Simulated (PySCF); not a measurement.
## Electronic structure of CH₈B₃N₃ (SMILES CN1BNBNB1) in real space

```yaml
atoms:
  - { symbol: C, position_ang: [2.1625, -0.3535, 0.0535] }
  - { symbol: N, position_ang: [0.7293, -0.1110, 0.0343] }
  - { symbol: B, position_ang: [-0.1595, -1.2191, -0.0209] }
  - { symbol: N, position_ang: [-1.5515, -0.9635, -0.0691] }
  - { symbol: B, position_ang: [-2.1018, 0.3408, -0.0674] }
  - { symbol: N, position_ang: [-1.1747, 1.4079, -0.0096] }
  - { symbol: B, position_ang: [0.2292, 1.2174, 0.0414] }
  - { symbol: H, position_ang: [2.5251, -0.5951, -0.9499] }
  - { symbol: H, position_ang: [2.4022, -1.1917, 0.7093] }
  - { symbol: H, position_ang: [2.6937, 0.5303, 0.4047] }
  - { symbol: H, position_ang: [0.2498, -2.3210, -0.0222] }
  - { symbol: H, position_ang: [-2.1788, -1.7522, -0.1050] }
  - { symbol: H, position_ang: [-3.2611, 0.5270, -0.1118] }
  - { symbol: H, position_ang: [-1.5270, 2.3527, -0.0039] }
  - { symbol: H, position_ang: [0.9584, 2.1391, 0.0946] }
```

Geometry: GFN2-xTB.

Level of theory: PySCF, PBE0/def2-SVPD, SCF density, gas phase.

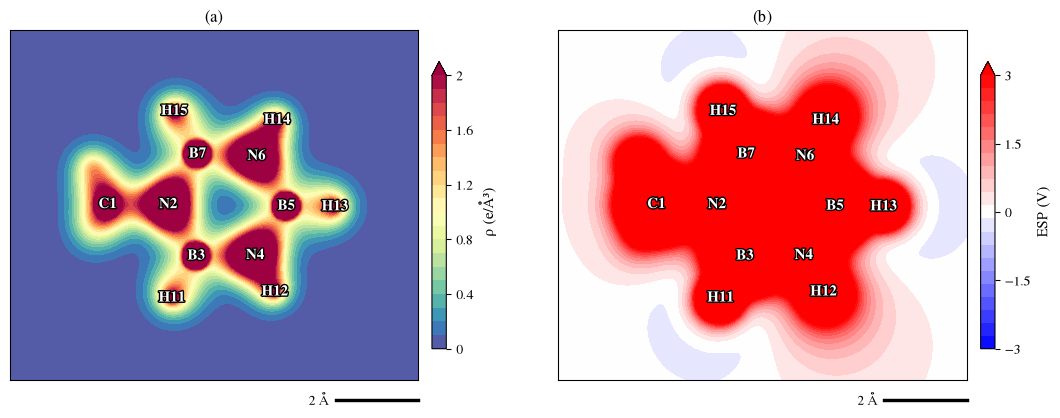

Figure 1. (a) total electron density; (b) molecular electrostatic potential on the plane of atoms B3, N2 and B7.

### Interpret the plot.

- Atoms in the plane: C, N, B and H.
- B–N (1.41 Å): ρ at the midpoint is about 1.9 e/Å³.
- C–N (1.45 Å): ρ at the midpoint is about 1.9 e/Å³.
- N–H (1.01 Å): ρ at the midpoint is about 2.8 e/Å³.
- B–H (1.17 Å): ρ is about 1.2 e/Å³ halfway.
- The potential has no marked negative region in this plane.

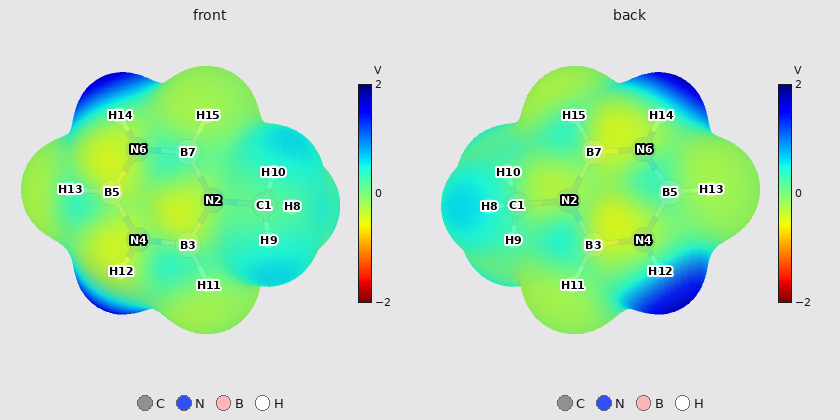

Figure 2. The electrostatic potential painted on the density surface at 0.002 e/bohr³, seen from the front and from behind; the colour scale runs from red (negative) to blue (positive).

### Which sites attract a positive test charge, and which a negative one?

A positive charge is drawn to the negative regions and a negative charge to the positive ones. The most negative region (about −0.5 V, or −12 kcal/mol for a unit charge) lies over N4 and N6, the most positive (about +1.7 V, or +39 kcal/mol for a unit charge) over H12 and H14.

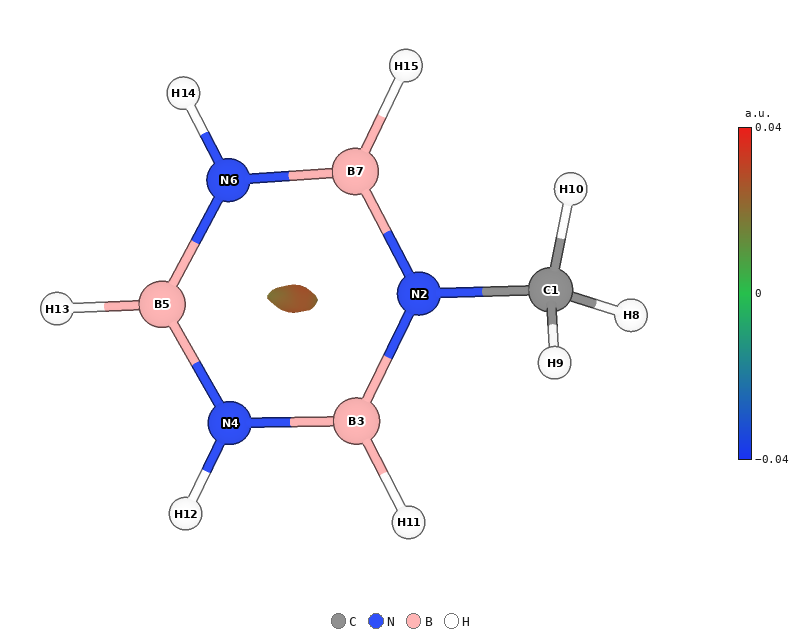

Figure 3. Non-covalent interaction (NCI) plot: the surface where the reduced density gradient is 0.4, for densities under 0.05 a.u., coloured by sign(λ₂)ρ; seen at a tilt.

### Identify the weak interactions.

Inside the ring or cage of N2, B3, N4, B5, N6 and B7: steric crowding (red).
